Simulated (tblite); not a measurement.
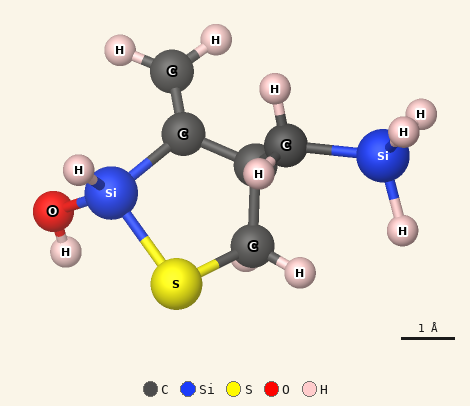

Fig. 1: The input geometry (ball-and-stick view, seen at a tilt).

C₅H₁₂OSSi₂: geometry relaxation (part 1 of 4)

C₅H₁₂OSSi₂, computed with GFN2-xTB geometry optimisation, gas phase (tblite 0.8.0).

It belongs to a series of runs on one base structure; here: H on C replaced by CH2SiH3.

### Log
```
step      E/eV     max force
  0    -751.88614    1.590
  1    -751.95688    1.136
  2    -751.98646    0.354
  3    -752.00592    0.390
  4    -752.03417    0.375
  5    -752.04856    0.276
  6    -752.06157    0.268
  7    -752.06836    0.245
  8    -752.07435    0.189
  9    -752.07920    0.145
 10    -752.08411    0.179
 11    -752.08882    0.188
 12    -752.09335    0.176
 13    -752.09689    0.140
 14    -752.09887    0.077
 15    -752.09979    0.065
 16    -752.10048    0.080
 17    -752.10121    0.065
 18    -752.10181    0.051
 19    -752.10222    0.045
 20    -752.10256    0.058
 21    -752.10295    0.061
 22    -752.10342    0.053
 23    -752.10390    0.051
 24    -752.10438    0.050
 25    -752.10496    0.056
 26    -752.10571    0.062
 27    -752.10649    0.065
 28    -752.10713    0.064
 29    -752.10767    0.058
 30    -752.10827    0.061
 31    -752.10897    0.070
 32    -752.10965    0.073
 33    -752.11015    0.071
 34    -752.11057    0.052
 35    -752.11101    0.054
 36    -752.11166    0.071
 37    -752.11217    0.065
 38    -752.11273    0.059
 39    -752.11328    0.057
 40    -752.11385    0.055
 41    -752.11439    0.057
 42    -752.11496    0.062
 43    -752.11554    0.082
 44    -752.11623    0.072
 45    -752.11704    0.058
 46    -752.11781    0.061
 47    -752.11867    0.086
 48    -752.11968    0.086
 49    -752.12045    0.065
 50    -752.12093    0.061
 51    -752.12125    0.047
 52    -752.12157    0.057
 53    -752.12187    0.049
 54    -752.12211    0.033
 55    -752.12234    0.042
 56    -752.12260    0.049
 57    -752.12295    0.048
 58    -752.12319    0.038
 59    -752.12339    0.044
 60    -752.12356    0.034
 61    -752.12376    0.031
 62    -752.12398    0.036
 63    -752.12419    0.035
 64    -752.12436    0.035
 65    -752.12452    0.028
 66    -752.12470    0.042
 67    -752.12493    0.049
 68    -752.12517    0.042
 69    -752.12542    0.038
 70    -752.12567    0.038
 71    -752.12593    0.047
 72    -752.12618    0.045
 73    -752.12641    0.042
 74    -752.12660    0.032
 75    -752.12676    0.040
 76    -752.12689    0.039
 77    -752.12700    0.028
 78    -752.12708    0.023
 79    -752.12714    0.021
 80    -752.12720    0.025
 81    -752.12726    0.020
 82    -752.12733    0.019
 83    -752.12741    0.021
 84    -752.12748    0.018
 85    -752.12752    0.018
 86    -752.12755    0.016
 87    -752.12758    0.016
 88    -752.12762    0.019
 89    -752.12765    0.013
 90    -752.12767    0.007
```

### Trajectory as extended XYZ (Å, eV, eV/Å), 39 of the 91 frames kept, from step=0 to step=90
```
21
Properties=species:S:1:pos:R:3:forces:R:3 step=0 energy=-751.88614
C     1.3844   -2.0005    0.4343   -0.9480   1.1950  -0.4480
C     1.0709   -0.7141    0.1440    0.2980  -1.4410   0.2880
C    -0.2627   -0.2814   -0.4199   -0.4540  -0.1000  -0.2840
C    -1.2481    0.1376    0.7013    0.7390  -0.4120   0.5580
Si   -3.0669    0.2072    0.2636   -0.8650   0.2010  -0.5230
C    -0.0403    0.8303   -1.4834    0.1260  -0.5990   0.6400
S     1.1323    2.0909   -0.8496   -0.3580   0.3510  -0.1260
Si    2.2729    0.7131    0.3288    0.5590  -0.0550   0.1030
O     3.6931    0.4546   -0.4758   -0.5980   0.3030  -0.0060
H     2.3468   -2.2951    0.8196   -0.1170   0.1500  -0.0190
H     0.6462   -2.7946    0.2906    0.3480   0.2530   0.0370
H    -0.7142   -1.1373   -0.9551    0.0640   0.1590   0.1310
H    -1.1756   -0.5964    1.5381    0.2300   0.3300  -0.4800
H    -0.9582    1.0973    1.1353    0.2350  -0.0130  -0.1150
H    -3.5113   -1.1038   -0.2540    0.0840   0.1700   0.0960
H    -3.2843    1.2219   -0.7954   -0.0120  -0.1990   0.2170
H    -3.8752    0.5703    1.4502    0.2410  -0.0940  -0.2240
H    -0.9639    1.3175   -1.7858    0.0270   0.0920   0.2380
H     0.4087    0.3948   -2.3764    0.0700  -0.0310   0.0080
H     2.4615    1.1671    1.7230    0.0990  -0.0890  -0.5740
H     3.6752    0.7373   -1.4027    0.2310  -0.1740   0.4840
21
Properties=species:S:1:pos:R:3:forces:R:3 step=2 energy=-751.98646
C     1.3687   -1.9915    0.4291    0.0170   0.1780   0.0130
C     1.0722   -0.7274    0.1452   -0.0990   0.0490  -0.0860
C    -0.2711   -0.2855   -0.4234    0.0600  -0.1090   0.1870
C    -1.2329    0.1293    0.7119   -0.1670   0.1190  -0.1830
Si   -3.0860    0.2122    0.2508    0.0940   0.0190  -0.0720
C    -0.0382    0.8153   -1.4679   -0.0560  -0.0940   0.0700
S     1.1223    2.0994   -0.8518   -0.2040   0.0400   0.0790
Si    2.2828    0.7104    0.3306   -0.2850  -0.0200  -0.0740
O     3.6785    0.4619   -0.4734   -0.0510   0.0550   0.1860
H     2.3382   -2.2887    0.8172   -0.2710   0.1820  -0.0710
H     0.6552   -2.7876    0.2913   -0.0440  -0.0840  -0.0460
H    -0.7138   -1.1344   -0.9525   -0.0970  -0.0880  -0.0180
H    -1.1678   -0.5898    1.5274    0.2630  -0.1060   0.0330
H    -0.9505    1.0968    1.1319    0.2450  -0.0280  -0.0920
H    -3.5093   -1.0995   -0.2516    0.0070   0.0230   0.0160
H    -3.2852    1.2174   -0.7905   -0.0700   0.0330  -0.0340
H    -3.8686    0.5677    1.4439    0.1150  -0.0430  -0.1060
H    -0.9612    1.3189   -1.7775    0.1840  -0.0680   0.2950
H     0.4105    0.3940   -2.3748    0.0190  -0.0230   0.1670
H     2.4650    1.1649    1.7069    0.1470  -0.0090  -0.2900
H     3.6822    0.7333   -1.3920    0.1970  -0.0260   0.0250
21
Properties=species:S:1:pos:R:3:forces:R:3 step=5 energy=-752.04856
C     1.3515   -1.9804    0.4261   -0.1100   0.0470  -0.0590
C     1.0574   -0.7213    0.1361   -0.0890  -0.2030   0.0870
C    -0.2777   -0.3007   -0.4140   -0.1690   0.0560  -0.2110
C    -1.2365    0.1318    0.7062    0.1130  -0.0550   0.0880
Si   -3.0835    0.2165    0.2348    0.2180  -0.0270   0.0580
C    -0.0382    0.7957   -1.4470    0.0130   0.1610  -0.0610
S     1.0896    2.1081   -0.8401   -0.0670  -0.0240   0.1510
Si    2.2534    0.7104    0.3158   -0.0730   0.1620  -0.1650
O     3.6643    0.4748   -0.4527    0.1010   0.0130  -0.0110
H     2.3093   -2.2626    0.8110    0.2270   0.0100   0.1140
H     0.6563   -2.7898    0.2857   -0.1550  -0.0670  -0.0520
H    -0.7256   -1.1437   -0.9507   -0.0730  -0.0980   0.0190
H    -1.1318   -0.5932    1.5196    0.0000   0.0350   0.0070
H    -0.9147    1.0928    1.1164    0.0710  -0.0230  -0.0800
H    -3.5075   -1.0956   -0.2493   -0.0080  -0.0650  -0.0550
H    -3.2958    1.2215   -0.7951   -0.0580   0.1000  -0.1300
H    -3.8505    0.5613    1.4284   -0.0070   0.0220   0.0520
H    -0.9452    1.3128   -1.7360   -0.2270  -0.0030   0.0370
H     0.4149    0.3884   -2.3529    0.0350  -0.0760   0.0440
H     2.4878    1.1646    1.6647    0.1140   0.0800   0.0800
H     3.7136    0.7255   -1.3763    0.1410  -0.0430   0.0870
21
Properties=species:S:1:pos:R:3:forces:R:3 step=7 energy=-752.06836
C     1.3416   -1.9797    0.4237    0.0670  -0.1920   0.0420
C     1.0441   -0.7244    0.1353   -0.0110   0.0290  -0.0170
C    -0.2889   -0.3048   -0.4210    0.0100  -0.0240  -0.0620
C    -1.2312    0.1303    0.7075    0.1250  -0.0340   0.0120
Si   -3.0702    0.2174    0.2307   -0.0380   0.0400  -0.0210
C    -0.0397    0.7968   -1.4425   -0.1410   0.0530  -0.0680
S     1.0705    2.1121   -0.8259   -0.0850   0.1100   0.0580
Si    2.2377    0.7186    0.3014    0.1260  -0.0440   0.1030
O     3.6635    0.4810   -0.4421    0.0230   0.0130   0.0090
H     2.3075   -2.2498    0.8144    0.0180   0.0030   0.0390
H     0.6474   -2.7946    0.2801   -0.0420   0.0170  -0.0140
H    -0.7360   -1.1539   -0.9495   -0.0730  -0.0250  -0.0260
H    -1.1160   -0.5933    1.5180   -0.0400   0.0150   0.0620
H    -0.8943    1.0899    1.1048    0.0350   0.0170  -0.0270
H    -3.5067   -1.0973   -0.2517    0.0440   0.0210  -0.0340
H    -3.3036    1.2284   -0.8042    0.0070  -0.0430   0.0100
H    -3.8427    0.5598    1.4246    0.0170   0.0190   0.0200
H    -0.9525    1.3098   -1.7164   -0.2220   0.0080  -0.1030
H     0.4189    0.3817   -2.3408    0.0050   0.0070  -0.0280
H     2.5048    1.1693    1.6501    0.0480   0.0480   0.0080
H     3.7368    0.7198   -1.3658    0.1290  -0.0360   0.0360
21
Properties=species:S:1:pos:R:3:forces:R:3 step=9 energy=-752.07920
C     1.3399   -1.9867    0.4239    0.0370   0.0120   0.0140
C     1.0387   -0.7291    0.1348    0.1100   0.0230  -0.0910
C    -0.2937   -0.3080   -0.4294    0.0910  -0.0620   0.0760
C    -1.2218    0.1277    0.7086   -0.0630   0.0220  -0.0430
Si   -3.0636    0.2198    0.2290   -0.0640   0.0210  -0.0020
C    -0.0503    0.8025   -1.4463   -0.1210  -0.0580   0.0010
S     1.0552    2.1200   -0.8136   -0.0960  -0.0060   0.0310
Si    2.2368    0.7202    0.3000    0.0070  -0.1010   0.0870
O     3.6666    0.4842   -0.4358    0.0130   0.0080   0.0260
H     2.3102   -2.2445    0.8200   -0.1100  -0.0360   0.0020
H     0.6389   -2.7970    0.2762    0.0580   0.0220   0.0160
H    -0.7464   -1.1608   -0.9509   -0.0260   0.0500  -0.0360
H    -1.1117   -0.5925    1.5223   -0.0110   0.0120   0.0450
H    -0.8818    1.0895    1.0971    0.0360   0.0070  -0.0050
H    -3.5031   -1.0970   -0.2558    0.0660   0.0720  -0.0110
H    -3.3071    1.2295   -0.8089    0.0300  -0.0750   0.0520
H    -3.8381    0.5608    1.4247    0.0390   0.0120  -0.0140
H    -0.9729    1.3084   -1.7150   -0.0600  -0.0450  -0.1200
H     0.4206    0.3796   -2.3368   -0.0640   0.1200  -0.0290
H     2.5170    1.1758    1.6457    0.0250   0.0300  -0.0100
H     3.7578    0.7146   -1.3592    0.1020  -0.0280   0.0110
21
Properties=species:S:1:pos:R:3:forces:R:3 step=12 energy=-752.09335
C     1.3386   -1.9916    0.4240   -0.0370   0.1090  -0.0440
C     1.0438   -0.7350    0.1211   -0.0180  -0.0170  -0.0590
C    -0.2942   -0.3182   -0.4339   -0.0800   0.0440  -0.0120
C    -1.2156    0.1257    0.7078   -0.0250   0.0100   0.0270
Si   -3.0596    0.2249    0.2282    0.0760  -0.0220   0.0640
C    -0.0775    0.8026   -1.4486    0.0580  -0.0190   0.0490
S     1.0200    2.1242   -0.7906   -0.0440  -0.1640   0.0450
Si    2.2355    0.7145    0.3041   -0.0440   0.1000  -0.1010
O     3.6721    0.4904   -0.4231    0.0120   0.0100   0.0240
H     2.3018   -2.2444    0.8298    0.0030  -0.0940   0.0340
H     0.6357   -2.7978    0.2733    0.0420  -0.0200   0.0240
H    -0.7624   -1.1633   -0.9565    0.0580   0.0240   0.0050
H    -1.1074   -0.5870    1.5316   -0.0160   0.0440  -0.0280
H    -0.8601    1.0884    1.0848   -0.0260  -0.0270  -0.0020
H    -3.4890   -1.0878   -0.2635    0.0270  -0.0090  -0.0200
H    -3.3082    1.2229   -0.8104    0.0140   0.0250  -0.0210
H    -3.8267    0.5643    1.4242   -0.0060   0.0240   0.0380
H    -1.0073    1.2978   -1.7282    0.0800  -0.1060  -0.0160
H     0.4126    0.3946   -2.3356   -0.0850   0.1150  -0.0480
H     2.5375    1.1890    1.6385   -0.0130  -0.0050  -0.0020
H     3.8014    0.7028   -1.3462    0.0240  -0.0240   0.0440
21
Properties=species:S:1:pos:R:3:forces:R:3 step=14 energy=-752.09887
C     1.3372   -1.9891    0.4222    0.0020  -0.0160  -0.0160
C     1.0453   -0.7355    0.1103   -0.0550   0.0160   0.0240
C    -0.2977   -0.3208   -0.4349   -0.0370   0.0210  -0.0500
C    -1.2150    0.1259    0.7082    0.0490  -0.0050   0.0170
Si   -3.0552    0.2263    0.2312    0.0160   0.0070   0.0200
C    -0.0864    0.8000   -1.4463    0.0480   0.0130  -0.0200
S     1.0014    2.1167   -0.7784   -0.0140   0.0130   0.0170
Si    2.2327    0.7167    0.3009    0.0050   0.0560  -0.0530
O     3.6747    0.4939   -0.4157    0.0120   0.0160   0.0320
H     2.2958   -2.2502    0.8352    0.0210  -0.0380   0.0110
H     0.6382   -2.7988    0.2740   -0.0050  -0.0110   0.0120
H    -0.7655   -1.1624   -0.9591    0.0260  -0.0400   0.0000
H    -1.1063   -0.5822    1.5341   -0.0070   0.0030  -0.0020
H    -0.8524    1.0867    1.0798   -0.0350   0.0180   0.0180
H    -3.4807   -1.0837   -0.2678    0.0140  -0.0340  -0.0120
H    -3.3071    1.2206   -0.8111    0.0180   0.0290  -0.0080
H    -3.8217    0.5673    1.4261   -0.0150   0.0210   0.0460
H    -1.0162    1.2862   -1.7352    0.0130  -0.0420   0.0350
H     0.4033    0.4094   -2.3389   -0.0180   0.0170  -0.0680
H     2.5449    1.1939    1.6340   -0.0430  -0.0240  -0.0310
H     3.8218    0.6960   -1.3379    0.0030  -0.0200   0.0290
21
Properties=species:S:1:pos:R:3:forces:R:3 step=17 energy=-752.10121
C     1.3374   -1.9890    0.4202    0.0060  -0.0120   0.0120
C     1.0424   -0.7348    0.1095    0.0400  -0.0120   0.0120
C    -0.3000   -0.3208   -0.4389    0.0540  -0.0280   0.0210
C    -1.2120    0.1264    0.7088   -0.0280   0.0100  -0.0240
Si   -3.0530    0.2274    0.2342   -0.0320   0.0020  -0.0030
C    -0.0855    0.7999   -1.4487   -0.0190  -0.0130  -0.0290
S     0.9935    2.1174   -0.7734   -0.0110   0.0570  -0.0290
Si    2.2308    0.7209    0.2952   -0.0220  -0.0420   0.0100
O     3.6776    0.4971   -0.4096    0.0110   0.0210   0.0200
H     2.2946   -2.2555    0.8373   -0.0200   0.0150  -0.0200
H     0.6385   -2.8001    0.2754   -0.0080   0.0070   0.0000
H    -0.7641   -1.1665   -0.9602    0.0040  -0.0100  -0.0010
H    -1.1060   -0.5809    1.5351    0.0200  -0.0080  -0.0040
H    -0.8534    1.0884    1.0804   -0.0080   0.0090   0.0080
H    -3.4757   -1.0850   -0.2701    0.0220   0.0170   0.0140
H    -3.3043    1.2225   -0.8112    0.0220  -0.0010   0.0300
H    -3.8211    0.5705    1.4311    0.0140   0.0030  -0.0030
H    -1.0186    1.2786   -1.7339   -0.0280   0.0180   0.0180
H     0.3987    0.4162   -2.3477    0.0130  -0.0010  -0.0280
H     2.5421    1.1929    1.6293   -0.0400  -0.0100  -0.0090
H     3.8292    0.6913   -1.3322    0.0120  -0.0200   0.0060
21
Properties=species:S:1:pos:R:3:forces:R:3 step=19 energy=-752.10222
C     1.3375   -1.9901    0.4197   -0.0090   0.0010   0.0130
C     1.0432   -0.7356    0.1099    0.0270  -0.0210  -0.0230
C    -0.2982   -0.3225   -0.4405    0.0130   0.0010   0.0130
C    -1.2113    0.1269    0.7079   -0.0180  -0.0020  -0.0170
Si   -3.0539    0.2282    0.2358    0.0060  -0.0050   0.0050
C    -0.0863    0.7992   -1.4520   -0.0210  -0.0060   0.0010
S     0.9879    2.1217   -0.7723    0.0030  -0.0260  -0.0370
Si    2.2287    0.7210    0.2924   -0.0180  -0.0020  -0.0010
O     3.6800    0.5006   -0.4045   -0.0010   0.0250   0.0090
H     2.2932   -2.2579    0.8374    0.0100   0.0120  -0.0090
H     0.6380   -2.8004    0.2763   -0.0180   0.0010  -0.0050
H    -0.7629   -1.1696   -0.9608    0.0130   0.0150   0.0130
H    -1.1047   -0.5804    1.5352    0.0180   0.0060  -0.0250
H    -0.8546    1.0900    1.0811   -0.0020  -0.0190  -0.0150
H    -3.4712   -1.0847   -0.2705    0.0090   0.0150   0.0160
H    -3.3010    1.2236   -0.8093    0.0100   0.0080   0.0220
H    -3.8199    0.5727    1.4340    0.0140  -0.0030  -0.0120
H    -1.0226    1.2753   -1.7320   -0.0170   0.0150   0.0080
H     0.3967    0.4201   -2.3549    0.0030   0.0050   0.0170
H     2.5376    1.1917    1.6261   -0.0340   0.0010   0.0200
H     3.8348    0.6870   -1.3283    0.0110  -0.0220   0.0060
21
Properties=species:S:1:pos:R:3:forces:R:3 step=21 energy=-752.10295
C     1.3371   -1.9913    0.4205   -0.0070  -0.0030  -0.0010
C     1.0454   -0.7372    0.1082   -0.0190   0.0030  -0.0290
C    -0.2961   -0.3236   -0.4407   -0.0310   0.0210  -0.0240
C    -1.2117    0.1270    0.7060    0.0320  -0.0150   0.0030
Si   -3.0541    0.2286    0.2370    0.0320   0.0010   0.0030
C    -0.0885    0.7982   -1.4540   -0.0050   0.0100   0.0160
S     0.9844    2.1227   -0.7746    0.0200  -0.0520  -0.0240
Si    2.2263    0.7209    0.2905    0.0080   0.0380  -0.0030
O     3.6812    0.5051   -0.4002   -0.0030   0.0250   0.0040
H     2.2929   -2.2584    0.8366    0.0260  -0.0040   0.0020
H     0.6363   -2.8004    0.2765   -0.0150  -0.0020   0.0010
H    -0.7611   -1.1707   -0.9603    0.0070   0.0050   0.0080
H    -1.1023   -0.5797    1.5333    0.0060  -0.0010  -0.0160
H    -0.8555    1.0898    1.0804    0.0020  -0.0120  -0.0220
H    -3.4676   -1.0835   -0.2695   -0.0090  -0.0120   0.0060
H    -3.2981    1.2250   -0.8062   -0.0010   0.0210   0.0050
H    -3.8179    0.5739    1.4350    0.0020  -0.0010   0.0040
H    -1.0265    1.2743   -1.7300   -0.0020  -0.0020   0.0020
H     0.3957    0.4230   -2.3583   -0.0160  -0.0020   0.0290
H     2.5317    1.1908    1.6252   -0.0330   0.0040   0.0240
H     3.8395    0.6823   -1.3252    0.0060  -0.0210   0.0110
21
Properties=species:S:1:pos:R:3:forces:R:3 step=24 energy=-752.10438
C     1.3357   -1.9933    0.4214    0.0100   0.0190  -0.0310
C     1.0476   -0.7396    0.1017   -0.0120   0.0290   0.0010
C    -0.2948   -0.3241   -0.4441   -0.0070  -0.0180  -0.0130
C    -1.2085    0.1255    0.7023    0.0230  -0.0050   0.0200
Si   -3.0504    0.2294    0.2397    0.0040   0.0020  -0.0080
C    -0.0937    0.7976   -1.4564    0.0020   0.0050   0.0020
S     0.9811    2.1198   -0.7832    0.0330   0.0240  -0.0020
Si    2.2219    0.7247    0.2870    0.0160  -0.0090   0.0210
O     3.6839    0.5181   -0.3898    0.0130   0.0180   0.0150
H     2.2945   -2.2596    0.8346   -0.0290  -0.0070  -0.0090
H     0.6310   -2.8004    0.2776    0.0230   0.0160   0.0200
H    -0.7575   -1.1733   -0.9589   -0.0310  -0.0220  -0.0330
H    -1.0959   -0.5798    1.5282    0.0040  -0.0300   0.0280
H    -0.8563    1.0886    1.0760    0.0340   0.0210  -0.0080
H    -3.4620   -1.0829   -0.2663   -0.0210  -0.0120  -0.0020
H    -3.2922    1.2313   -0.7989   -0.0080   0.0130  -0.0010
H    -3.8134    0.5761    1.4377    0.0050  -0.0060   0.0070
H    -1.0345    1.2723   -1.7252    0.0070  -0.0050  -0.0180
H     0.3909    0.4274   -2.3615   -0.0380  -0.0260  -0.0050
H     2.5141    1.1896    1.6267   -0.0250   0.0080   0.0120
H     3.8497    0.6695   -1.3180   -0.0020  -0.0160   0.0050
21
Properties=species:S:1:pos:R:3:forces:R:3 step=26 energy=-752.10571
C     1.3351   -1.9927    0.4188    0.0130   0.0280  -0.0270
C     1.0480   -0.7393    0.0951    0.0290   0.0020   0.0130
C    -0.2954   -0.3258   -0.4491    0.0250  -0.0340   0.0330
C    -1.2027    0.1232    0.7012   -0.0440   0.0090   0.0120
Si   -3.0456    0.2303    0.2415   -0.0280  -0.0090  -0.0020
C    -0.0985    0.7979   -1.4582   -0.0010  -0.0140  -0.0210
S     0.9815    2.1182   -0.7916    0.0120   0.0550  -0.0030
Si    2.2194    0.7283    0.2855   -0.0070  -0.0440   0.0170
O     3.6880    0.5324   -0.3787    0.0270   0.0090   0.0230
H     2.2938   -2.2616    0.8321   -0.0430   0.0100  -0.0150
H     0.6280   -2.7990    0.2806    0.0280   0.0210   0.0100
H    -0.7573   -1.1777   -0.9609   -0.0330   0.0030  -0.0380
H    -1.0894   -0.5829    1.5262    0.0130  -0.0120   0.0330
H    -0.8532    1.0892    1.0705    0.0520  -0.0030   0.0070
H    -3.4592   -1.0838   -0.2637   -0.0140   0.0250   0.0020
H    -3.2877    1.2389   -0.7923   -0.0060  -0.0120   0.0100
H    -3.8086    0.5775    1.4410    0.0190  -0.0140  -0.0100
H    -1.0414    1.2698   -1.7228    0.0060   0.0160  -0.0200
H     0.3821    0.4288   -2.3646   -0.0260  -0.0350  -0.0440
H     2.4949    1.1896    1.6301   -0.0100   0.0100   0.0070
H     3.8592    0.6555   -1.3102   -0.0120  -0.0120   0.0120
```
